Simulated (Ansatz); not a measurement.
# BH3Si: what the fields show

Input

```
crystal:
  periodic: [false, false, false]
  atoms:
    - symbol: B
      position_ang: [-0.552348, 0.412987, -0.013833]
    - symbol: Si
      position_ang: [0.671980, 1.475373, -0.899991]
    - symbol: H
      position_ang: [-0.882791, 0.727467, -1.262301]
    - symbol: H
      position_ang: [-1.348331, -0.218938, 0.626885]
    - symbol: H
      position_ang: [0.551640, -0.213349, -0.408280]
basis:
  gaussian: {orbitals: def2-TZVPD}
output: {forces: true, orbitals: {seedname: orbitals}}
hamiltonian: {xc: pbe0}
```

Run with:

```sh
ansatz run input.yaml --threads 1 --pin off --max-ram 2610MiB --events-out events.jsonl --progress --plain --runs-dir runs
```

Geometry: BLYP-D3(BJ)/def2-SVP.

All numbers below come from isolated molecule in a Gaussian basis; Kohn-Sham density functional theory, functional PBE0 in Ansatz.

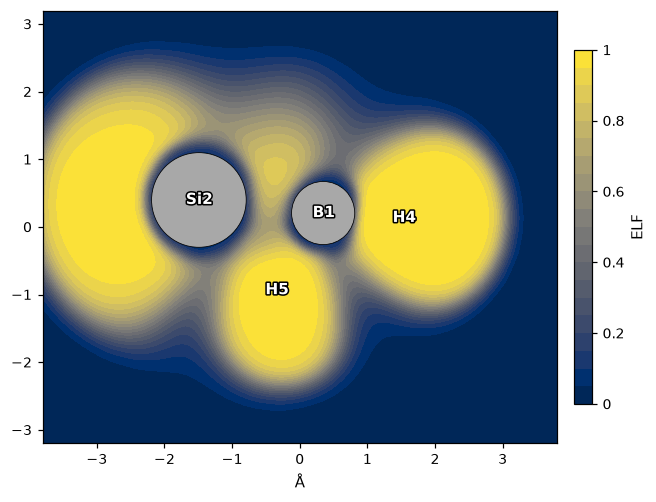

Figure 1. Electron localisation function on the plane of atoms Si2, B1 and H5. Grey discs cover the atomic cores.

Read the bonding off the picture.

- The plane passes through B, Si and H nuclei.
- Si–B (1.85 Å): the ELF peaks at about 0.75 between the atoms.
- B–H (1.20 Å): the ELF climbs to about 1 towards the hydrogen, as it does in any bond to H: a covalent bond by its length.
- The ELF also peaks beside Si2, away from the bonds: lone-pair regions.

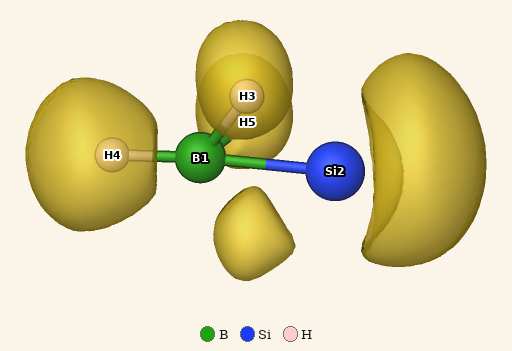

Figure 2. Isosurface of the electron localisation function at 0.9 (yellow), seen from one side. Core shells and regions of very low density are left out.

Identify the bonds, lone pairs and shells in this picture.

The ELF exceeds this value in three regions around hydrogen nuclei and two lobes on Si, pointing away from the bonds (lone pairs).

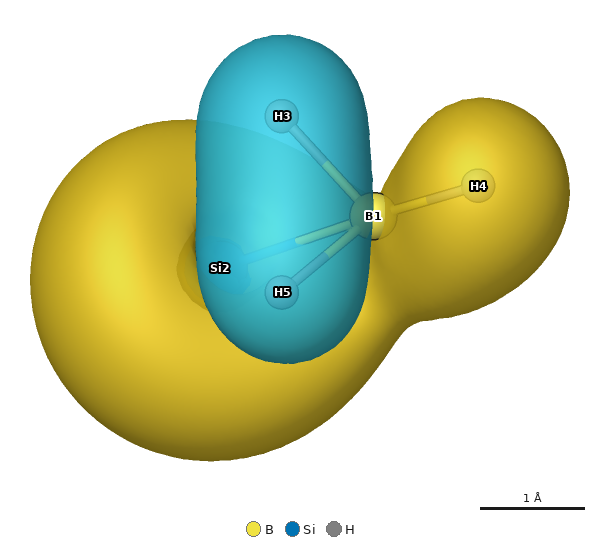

Figure 3. The HOMO−1 at ±0.08 Å⁻³ᐟ² (yellow and cyan are the two phases), seen at an oblique angle.

Describe this orbital and give its energy.

By Hirshfeld shares it lies mainly on Si2 (about 65 %), B1 (about 15 %), H4 (about 5 %), H3 (about 5 %) and H5 (about 5 %). Its energy is −8.99 eV.
